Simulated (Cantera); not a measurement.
A closed system holds: 1 mol HBr, 0.039 mol O₂, 2.3 mol H₂, equilibrated at 0.00250 bar.

Equilibrium computed with Cantera from the NASA thermochemical tables; the gas is ideal and each condensed phase is pure. Candidate condensed phases: Br₂, H₂O; 12 gas species. The numbers say what is thermodynamically allowed, not how fast it happens.

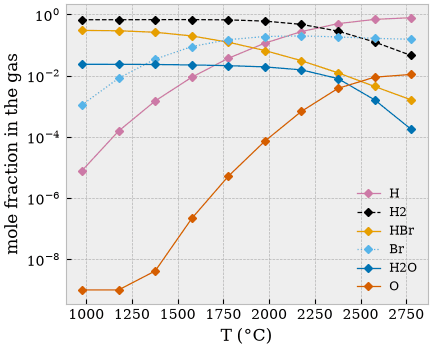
Figure. Equilibrium gas composition (values under 1e-9 drawn at 1e-9)

Read off the mole fractions at 1377 °C.

H₂ about 0.68, HBr about 0.26, Br about 0.035, H₂O about 0.023, H about 0.0015.
